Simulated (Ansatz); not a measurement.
# CHB (triplet): wB97M-V, B2PLYP over vertical spin and charge gaps, def2-QZVPP

How well do these functionals follow the top wave-function level for CHB (triplet) over vertical spin and charge gaps?

The runs use Ansatz 0.2.0, Gaussian basis; def2-QZVPP, all electrons in the functionals, frozen cores in the correlation of double hybrids and RPA.

The runs, in order: wB97M-V, B2PLYP, at charge 0, triplet; charge 0, singlet; charge 0, quintet; charge 1, doublet; charge 1, quartet.

2 further runs of the same task are left out: 2 set aside as unsound or not needed.

### Step 1. The geometry

The geometry is a PBE0/def2-TZVP stationary point (not a proven minimum).

3 atoms, charge 0, spin multiplicity 3.

Atoms are counted from 1 here; the program's logs count them from 0.

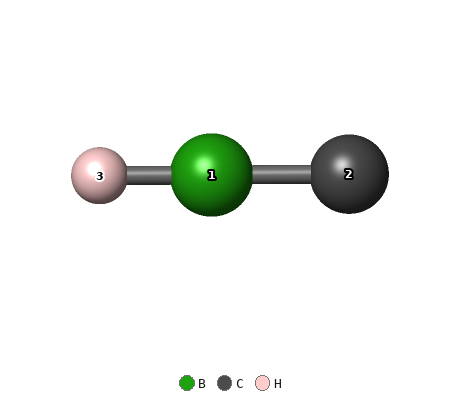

The geometry (boron green, carbon dark grey, hydrogen pink); atoms are numbered from 1 in the order of the file.

As a file:

```
B     0.00000    0.00000    0.09007
C     0.00000    0.00000   -1.35885
H     0.00000    0.00000    1.26878
```

No dispersion term is added; wB97M-V holds VV10 nonlocal correlation.

The geometry shown and the zero of energy belong to the point charge 0, triplet. The yardstick, UCCSD(T), and other wave-function levels (R restricted, U unrestricted, valence and pair active spaces) come from earlier runs.

### Step 2. wB97M-V, charge 0, triplet

Input file in.yaml:

```yaml
crystal:
  periodic: [false, false, false]
  atoms:
    - {symbol: B, position_ang: [0.000000, 0.000000, 0.090069]}
    - {symbol: C, position_ang: [0.000000, 0.000000, -1.358850]}
    - {symbol: H, position_ang: [0.000000, 0.000000, 1.268781]}
basis:
  gaussian: {orbitals: "def2-QZVPP.json"}
magnetization: {spin_polarized: true, initial_magnetization: 2}
hamiltonian: {xc: {name: wB97M-V}}
output: {orbitals: {seedname: orbitals}}
```

Command:

```bash
$ ansatz run in.yaml --threads 1 --pin off --events-out ev --progress --plain --max-ram 2393MiB
```

The program printed, cut to the lines that bear on the results:

```text
Functional definition: wB97M-V
  name "wB97M-V"
  cite "Mardirossian & Head-Gordon, J. Chem. Phys. 144, 214110 (2016) doi:10.1063/1.4952647"
  cite "Becke, J. Chem. Phys. 107, 8554 (1997) doi:10.1063/1.475007"
  cite "Vydrov & Van Voorhis, J. Chem. Phys. 133, 244103 (2010) doi:10.1063/1.3521275"
  # Of w^i u^j: cxij and so on, Table III.
[...]
  gx(w, u) = 1 - cx + cx01*u + cx10*w
  gss(w, u) = css00 + css04*u^4 + css10*w + css20*w^2 + css43*w^4*u^3
  gos(w, u) = cos00 + cos10*w + (cos20 + cos21*u)*w^2 + (cos60 + cos61*u)*w^6
[...]
      + integral(e_c_pw_mod_opposite_spin*gos(b97_w_opposite, b97_u_opposite)) + vv10(b, c)
426 factors; their error is unknown
127 factors; integrals over basis functions are off by at most 2.3e-5 eV
[...]
mean field -1723.19062210 eV, -63.3260873415 hartree, gradient 5.1e-6 eV, S^2 2.002886; 1 other end points of the search recorded, 0 dependent functions left out
reference -1723.19066623 eV, -63.3260889635 hartree; 7, 5 occupied and 137, 139 virtual orbitals, 426 factors
Total energy: -1723.19066623 eV, -63.3260889635 hartree
```

It took 17 s on 1 thread of Arm Neoverse V1, shared host; peak memory 0.28 GiB.

From the report: ⟨S²⟩ of the determinant 2.003 (pure triplet: 2.00).

### Step 3. wB97M-V, charge 0, singlet

in.yaml: that of step 2 with these lines changed.

```diff
@@ -8,3 +8,3 @@
   gaussian: {orbitals: "def2-QZVPP.json"}
-magnetization: {spin_polarized: true, initial_magnetization: 2}
+magnetization: {spin_polarized: true, initial_magnetization: 0}
 hamiltonian: {xc: {name: wB97M-V}}
```

Same command.

The program printed, cut to the lines that bear on the results:

```text
Functional definition: wB97M-V
  name "wB97M-V"
  cite "Mardirossian & Head-Gordon, J. Chem. Phys. 144, 214110 (2016) doi:10.1063/1.4952647"
  cite "Becke, J. Chem. Phys. 107, 8554 (1997) doi:10.1063/1.475007"
  cite "Vydrov & Van Voorhis, J. Chem. Phys. 133, 244103 (2010) doi:10.1063/1.3521275"
  # Of w^i u^j: cxij and so on, Table III.
[...]
  gx(w, u) = 1 - cx + cx01*u + cx10*w
  gss(w, u) = css00 + css04*u^4 + css10*w + css20*w^2 + css43*w^4*u^3
  gos(w, u) = cos00 + cos10*w + (cos20 + cos21*u)*w^2 + (cos60 + cos61*u)*w^6
[...]
      + integral(e_c_pw_mod_opposite_spin*gos(b97_w_opposite, b97_u_opposite)) + vv10(b, c)
426 factors; their error is unknown
127 factors; integrals over basis functions are off by at most 2.3e-5 eV
[...]
mean field -1722.72783916 eV, -63.3090803822 hartree, gradient 1.9e-5 eV, S^2 1.001622; 7 other end points of the search recorded, 0 dependent functions left out
reference -1722.72788349 eV, -63.3090820114 hartree; 6, 6 occupied and 138, 138 virtual orbitals, 426 factors
Total energy: -1722.72788349 eV, -63.3090820114 hartree
```

Run time: 33 s. Hardware: 1 thread of Arm Neoverse V1, shared host; peak memory 0.31 GiB.

From the report: ⟨S²⟩ of the determinant 1.002 (pure singlet: 0.00). The determinant is far from a pure spin state, so its energy mixes those of several spin states (harmless only where they are near-degenerate, as at dissociation).

From charge 0, triplet: +44.7 kJ/mol.

### Step 4. wB97M-V, charge 0, quintet

in.yaml: that of step 3 with these lines changed.

```diff
@@ -8,3 +8,3 @@
   gaussian: {orbitals: "def2-QZVPP.json"}
-magnetization: {spin_polarized: true, initial_magnetization: 0}
+magnetization: {spin_polarized: true, initial_magnetization: 4}
 hamiltonian: {xc: {name: wB97M-V}}
```

Launched as before.

The program printed, cut to the lines that bear on the results:

```text
Functional definition: wB97M-V
  name "wB97M-V"
  cite "Mardirossian & Head-Gordon, J. Chem. Phys. 144, 214110 (2016) doi:10.1063/1.4952647"
  cite "Becke, J. Chem. Phys. 107, 8554 (1997) doi:10.1063/1.475007"
  cite "Vydrov & Van Voorhis, J. Chem. Phys. 133, 244103 (2010) doi:10.1063/1.3521275"
  # Of w^i u^j: cxij and so on, Table III.
[...]
  gx(w, u) = 1 - cx + cx01*u + cx10*w
  gss(w, u) = css00 + css04*u^4 + css10*w + css20*w^2 + css43*w^4*u^3
  gos(w, u) = cos00 + cos10*w + (cos20 + cos21*u)*w^2 + (cos60 + cos61*u)*w^6
[...]
      + integral(e_c_pw_mod_opposite_spin*gos(b97_w_opposite, b97_u_opposite)) + vv10(b, c)
426 factors; their error is unknown
127 factors; integrals over basis functions are off by at most 2.3e-5 eV
[...]
mean field -1719.12756997 eV, -63.1767729297 hartree, gradient 8.9e-6 eV, S^2 6.002962; 0 other end points of the search recorded, 0 dependent functions left out
reference -1719.12761185 eV, -63.1767744688 hartree; 8, 4 occupied and 136, 140 virtual orbitals, 426 factors
Total energy: -1719.12761185 eV, -63.1767744688 hartree
```

Wall time 7 s (1 thread of Arm Neoverse V1, shared host).

From the report: ⟨S²⟩ of the determinant 6.003 (pure quintet: 6.00).

From charge 0, triplet: +392.0 kJ/mol.

### Step 5. wB97M-V, charge 1, doublet

in.yaml: that of step 4 with these lines changed.

```diff
@@ -8,3 +8,4 @@
   gaussian: {orbitals: "def2-QZVPP.json"}
-magnetization: {spin_polarized: true, initial_magnetization: 4}
+total_charge: 1
+magnetization: {spin_polarized: true, initial_magnetization: 1}
 hamiltonian: {xc: {name: wB97M-V}}
```

The command is unchanged.

The program printed, cut to the lines that bear on the results:

```text
Functional definition: wB97M-V
  name "wB97M-V"
  cite "Mardirossian & Head-Gordon, J. Chem. Phys. 144, 214110 (2016) doi:10.1063/1.4952647"
  cite "Becke, J. Chem. Phys. 107, 8554 (1997) doi:10.1063/1.475007"
  cite "Vydrov & Van Voorhis, J. Chem. Phys. 133, 244103 (2010) doi:10.1063/1.3521275"
  # Of w^i u^j: cxij and so on, Table III.
[...]
  gx(w, u) = 1 - cx + cx01*u + cx10*w
  gss(w, u) = css00 + css04*u^4 + css10*w + css20*w^2 + css43*w^4*u^3
  gos(w, u) = cos00 + cos10*w + (cos20 + cos21*u)*w^2 + (cos60 + cos61*u)*w^6
[...]
      + integral(e_c_pw_mod_opposite_spin*gos(b97_w_opposite, b97_u_opposite)) + vv10(b, c)
426 factors; their error is unknown
127 factors; integrals over basis functions are off by at most 2.3e-5 eV
[...]
mean field -1712.43717834 eV, -62.9309055725 hartree, gradient 2.8e-5 eV, S^2 1.456754; 8 other end points of the search recorded, 0 dependent functions left out
reference -1712.43721867 eV, -62.9309070543 hartree; 6, 5 occupied and 138, 139 virtual orbitals, 426 factors
Total energy: -1712.43721867 eV, -62.9309070543 hartree
```

It took 36 s on 1 thread of Arm Neoverse V1, shared host; peak memory 0.31 GiB.

From the report: ⟨S²⟩ of the determinant 1.457 (pure doublet: 0.75). The determinant is far from a pure spin state, so its energy mixes those of several spin states (harmless only where they are near-degenerate, as at dissociation).

From charge 0, triplet: +1037.5 kJ/mol.

### Step 6. wB97M-V, charge 1, quartet

in.yaml: that of step 5 with these lines changed.

```diff
@@ -9,3 +9,3 @@
 total_charge: 1
-magnetization: {spin_polarized: true, initial_magnetization: 1}
+magnetization: {spin_polarized: true, initial_magnetization: 3}
 hamiltonian: {xc: {name: wB97M-V}}
```

The command is unchanged.

The program printed, cut to the lines that bear on the results:

```text
Functional definition: wB97M-V
  name "wB97M-V"
  cite "Mardirossian & Head-Gordon, J. Chem. Phys. 144, 214110 (2016) doi:10.1063/1.4952647"
  cite "Becke, J. Chem. Phys. 107, 8554 (1997) doi:10.1063/1.475007"
  cite "Vydrov & Van Voorhis, J. Chem. Phys. 133, 244103 (2010) doi:10.1063/1.3521275"
  # Of w^i u^j: cxij and so on, Table III.
[...]
  gx(w, u) = 1 - cx + cx01*u + cx10*w
  gss(w, u) = css00 + css04*u^4 + css10*w + css20*w^2 + css43*w^4*u^3
  gos(w, u) = cos00 + cos10*w + (cos20 + cos21*u)*w^2 + (cos60 + cos61*u)*w^6
[...]
      + integral(e_c_pw_mod_opposite_spin*gos(b97_w_opposite, b97_u_opposite)) + vv10(b, c)
426 factors; their error is unknown
127 factors; integrals over basis functions are off by at most 2.3e-5 eV
[...]
mean field -1713.31557668 eV, -62.9631861158 hartree, gradient 5.7e-5 eV, S^2 3.751155; 0 other end points of the search recorded, 0 dependent functions left out
reference -1713.31561610 eV, -62.9631875645 hartree; 7, 4 occupied and 137, 140 virtual orbitals, 426 factors
Total energy: -1713.31561610 eV, -62.9631875645 hartree
```

Run time: 5.5 s. Hardware: 1 thread of Arm Neoverse V1, shared host.

From the report: ⟨S²⟩ of the determinant 3.751 (pure quartet: 3.75).

From charge 0, triplet: +952.8 kJ/mol.

### Step 7. B2PLYP, charge 0, triplet

Input file in.yaml:

```yaml
crystal:
  periodic: [false, false, false]
  atoms:
    - {symbol: B, position_ang: [0.000000, 0.000000, 0.090069]}
    - {symbol: C, position_ang: [0.000000, 0.000000, -1.358850]}
    - {symbol: H, position_ang: [0.000000, 0.000000, 1.268781]}
basis:
  gaussian: {orbitals: "def2-QZVPP.json"}
magnetization: {spin_polarized: true, initial_magnetization: 2}
hamiltonian: {xc: {name: B2PLYP}}
correlation: {electrons: outside_noble_gas}
```

Launched as before.

The program printed, cut to the lines that bear on the results:

```text
Functional definition: B2PLYP
  name "B2PLYP"
  cite "Grimme, J. Chem. Phys. 124, 034108 (2006) doi:10.1063/1.2148954"
  cite "Becke, Phys. Rev. A 38, 3098 (1988) doi:10.1103/PhysRevA.38.3098"
  cite "Lee, Yang & Parr, Phys. Rev. B 37, 785 (1988) doi:10.1103/PhysRevB.37.785"
[...]
868 factors; integrals over basis functions are off by at most 1.2e-3 eV
[...]
mean field -1720.51439575 eV, -63.2277378372 hartree, gradient 3.1e-6 eV, S^2 2.006201; 4 other end points of the search recorded, 0 dependent functions left out
2 core orbitals not correlated: weight in the atoms' cores, before any rotation towards them, 1.000 or more for the frozen orbitals, at most 0.000 for the correlated occupied ones
reference -1720.51452382 eV, -63.2277425438 hartree; 5, 3 occupied and 137, 139 virtual orbitals, 868 factors
second order -6.49379563 eV of doubles, -0.00000000 eV of singles
Total energy: -1722.26784864 eV, -63.2921760425 hartree
```

Wall time 7.5 s (1 thread of Arm Neoverse V1, shared host).

From the report: ⟨S²⟩ of the determinant 2.006 (pure triplet: 2.00).

### Step 8. B2PLYP, charge 0, singlet

in.yaml: that of step 7 with these lines changed.

```diff
@@ -8,3 +8,3 @@
   gaussian: {orbitals: "def2-QZVPP.json"}
-magnetization: {spin_polarized: true, initial_magnetization: 2}
+magnetization: {spin_polarized: true, initial_magnetization: 0}
 hamiltonian: {xc: {name: B2PLYP}}
```

Same command.

The program printed, cut to the lines that bear on the results:

```text
Functional definition: B2PLYP
  name "B2PLYP"
  cite "Grimme, J. Chem. Phys. 124, 034108 (2006) doi:10.1063/1.2148954"
  cite "Becke, Phys. Rev. A 38, 3098 (1988) doi:10.1103/PhysRevA.38.3098"
  cite "Lee, Yang & Parr, Phys. Rev. B 37, 785 (1988) doi:10.1103/PhysRevB.37.785"
[...]
868 factors; integrals over basis functions are off by at most 1.2e-3 eV
[...]
mean field -1720.24254531 eV, -63.2177475177 hartree, gradient 1.4e-6 eV, S^2 1.006186; 7 other end points of the search recorded, 0 dependent functions left out
2 core orbitals not correlated: weight in the atoms' cores, before any rotation towards them, 1.000 or more for the frozen orbitals, at most 0.000 for the correlated occupied ones
reference -1720.24267230 eV, -63.2177521845 hartree; 4, 4 occupied and 138, 138 virtual orbitals, 868 factors
second order -6.54097715 eV of doubles, -0.00000000 eV of singles
Total energy: -1722.00873613 eV, -63.2826538332 hartree
```

It took 12 s on 1 thread of Arm Neoverse V1, shared host.

From the report: ⟨S²⟩ of the determinant 1.006 (pure singlet: 0.00). The determinant is far from a pure spin state, so its energy mixes those of several spin states (harmless only where they are near-degenerate, as at dissociation).

From charge 0, triplet: +25.0 kJ/mol.

### Step 9. B2PLYP, charge 0, quintet

in.yaml: that of step 8 with these lines changed.

```diff
@@ -8,3 +8,3 @@
   gaussian: {orbitals: "def2-QZVPP.json"}
-magnetization: {spin_polarized: true, initial_magnetization: 0}
+magnetization: {spin_polarized: true, initial_magnetization: 4}
 hamiltonian: {xc: {name: B2PLYP}}
```

Same command.

The program printed, cut to the lines that bear on the results:

```text
Functional definition: B2PLYP
  name "B2PLYP"
  cite "Grimme, J. Chem. Phys. 124, 034108 (2006) doi:10.1063/1.2148954"
  cite "Becke, Phys. Rev. A 38, 3098 (1988) doi:10.1103/PhysRevA.38.3098"
  cite "Lee, Yang & Parr, Phys. Rev. B 37, 785 (1988) doi:10.1103/PhysRevB.37.785"
[...]
868 factors; integrals over basis functions are off by at most 1.2e-3 eV
[...]
mean field -1716.94705802 eV, -63.0966405938 hartree, gradient 1.3e-6 eV, S^2 6.007761; 0 other end points of the search recorded, 0 dependent functions left out
2 core orbitals not correlated: weight in the atoms' cores, before any rotation towards them, 1.000 or more for the frozen orbitals, at most 0.000 for the correlated occupied ones
reference -1716.94718849 eV, -63.0966453883 hartree; 6, 2 occupied and 136, 140 virtual orbitals, 868 factors
second order -5.04128539 eV of doubles, -0.00000000 eV of singles
Total energy: -1718.30833554 eV, -63.1466666199 hartree
```

It took 4.3 s on 1 thread of Arm Neoverse V1, shared host.

From the report: ⟨S²⟩ of the determinant 6.008 (pure quintet: 6.00).

From charge 0, triplet: +382.0 kJ/mol.

### Step 10. B2PLYP, charge 1, doublet

in.yaml: that of step 9 with these lines changed.

```diff
@@ -8,3 +8,4 @@
   gaussian: {orbitals: "def2-QZVPP.json"}
-magnetization: {spin_polarized: true, initial_magnetization: 4}
+total_charge: 1
+magnetization: {spin_polarized: true, initial_magnetization: 1}
 hamiltonian: {xc: {name: B2PLYP}}
```

Launched as before.

The program printed, cut to the lines that bear on the results:

```text
Functional definition: B2PLYP
  name "B2PLYP"
  cite "Grimme, J. Chem. Phys. 124, 034108 (2006) doi:10.1063/1.2148954"
  cite "Becke, Phys. Rev. A 38, 3098 (1988) doi:10.1103/PhysRevA.38.3098"
  cite "Lee, Yang & Parr, Phys. Rev. B 37, 785 (1988) doi:10.1103/PhysRevB.37.785"
[...]
868 factors; integrals over basis functions are off by at most 1.2e-3 eV
[...]
mean field -1710.47173293 eV, -62.8586767859 hartree, gradient 4.0e-6 eV, S^2 1.580036; 8 other end points of the search recorded, 0 dependent functions left out
2 core orbitals not correlated: weight in the atoms' cores, before any rotation towards them, 1.000 or more for the frozen orbitals, at most 0.000 for the correlated occupied ones
reference -1710.47185272 eV, -62.8586811878 hartree; 4, 3 occupied and 138, 139 virtual orbitals, 868 factors
second order -4.80600092 eV of doubles, -0.00000000 eV of singles
Total energy: -1711.76947297 eV, -62.9063678525 hartree
```

Wall time 17 s (1 thread of Arm Neoverse V1, shared host).

From the report: ⟨S²⟩ of the determinant 1.580 (pure doublet: 0.75). The determinant is far from a pure spin state, so its energy mixes those of several spin states (harmless only where they are near-degenerate, as at dissociation).

From charge 0, triplet: +1012.9 kJ/mol.

### Step 11. B2PLYP, charge 1, quartet

in.yaml: that of step 10 with these lines changed.

```diff
@@ -9,3 +9,3 @@
 total_charge: 1
-magnetization: {spin_polarized: true, initial_magnetization: 1}
+magnetization: {spin_polarized: true, initial_magnetization: 3}
 hamiltonian: {xc: {name: B2PLYP}}
```

The command is unchanged.

The program printed, cut to the lines that bear on the results:

```text
Functional definition: B2PLYP
  name "B2PLYP"
  cite "Grimme, J. Chem. Phys. 124, 034108 (2006) doi:10.1063/1.2148954"
  cite "Becke, Phys. Rev. A 38, 3098 (1988) doi:10.1103/PhysRevA.38.3098"
  cite "Lee, Yang & Parr, Phys. Rev. B 37, 785 (1988) doi:10.1103/PhysRevB.37.785"
[...]
868 factors; integrals over basis functions are off by at most 1.2e-3 eV
[...]
mean field -1711.18754845 eV, -62.8849825210 hartree, gradient 1.6e-6 eV, S^2 3.751347; 0 other end points of the search recorded, 0 dependent functions left out
2 core orbitals not correlated: weight in the atoms' cores, before any rotation towards them, 1.000 or more for the frozen orbitals, at most 0.000 for the correlated occupied ones
reference -1711.18766567 eV, -62.8849868287 hartree; 5, 2 occupied and 137, 140 virtual orbitals, 868 factors
second order -4.69286135 eV of doubles, -0.00000000 eV of singles
Total energy: -1712.45473823 eV, -62.9315508866 hartree
```

Wall time 4.1 s (1 thread of Arm Neoverse V1, shared host).

From the report: ⟨S²⟩ of the determinant 3.751 (pure quartet: 3.75).

From charge 0, triplet: +946.8 kJ/mol.

### Step 12. Against the wave-function levels

No level is safe as a reference over these points; UCCSD(T) serves as a yardstick only. It comes from earlier runs at the same points. Energies in kJ/mol, counted from charge 0, triplet; blanks weren't run or aren't comparable.

```
   level  triplet to singlet  triplet to quintet  ionisation to the doublet cation  ionisation to the quartet cation
UCCSD(T)                                   368.2                             983.1                             937.4
 wB97M-V                44.7               392.0                            1037.5                             952.8
  B2PLYP                25.0               382.0                            1012.9                             946.8
```

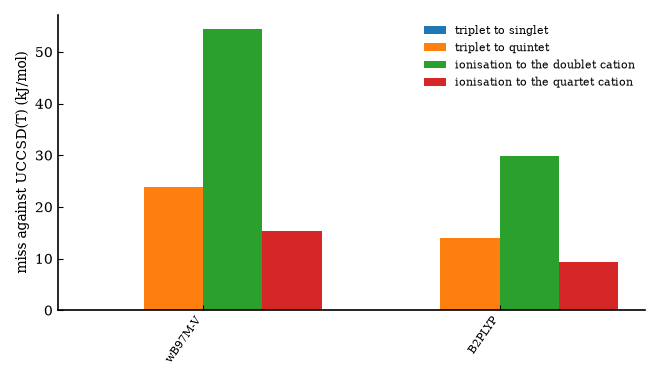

Misses of the gaps against UCCSD(T).

Largest miss and mean time a point (UCCSD(T) took 25 s a point; shared hosts):

```
  level  largest miss (kJ/mol)                             where  time a point
wB97M-V                  +54.4  ionisation to the doublet cation          20 s
 B2PLYP                  +29.8  ionisation to the doublet cation         8.9 s
```

### Step 13. What came out

| quantity | value |
| --- | --- |
| triplet to quintet, UCCSD(T) | 368.2 kJ/mol |
| ionisation to the doublet cation, UCCSD(T) | 983.1 kJ/mol |
| ionisation to the quartet cation, UCCSD(T) | 937.4 kJ/mol |
| largest miss, wB97M-V | +54.4 kJ/mol (ionisation to the doublet cation) |
| largest miss, B2PLYP | +29.8 kJ/mol (ionisation to the doublet cation) |

Misses are known at 3 of 4 points at best, and only functionals with that many are ranked. Of the functionals, B2PLYP keep the smallest largest miss at the points compared (at most 29.8 kJ/mol) and wB97M-V strays most (54.4 kJ/mol, at ionisation to the doublet cation). wB97M-V, B2PLYP clearly break the spin symmetry at some points (⟨S²⟩ up to 1.01 above the pure value), so energy there is bought with a mixed spin. Functionals and the yardstick converge differently with the basis, so part of each miss in def2-QZVPP is the basis. The yardstick itself may be off where one determinant is a poor start.
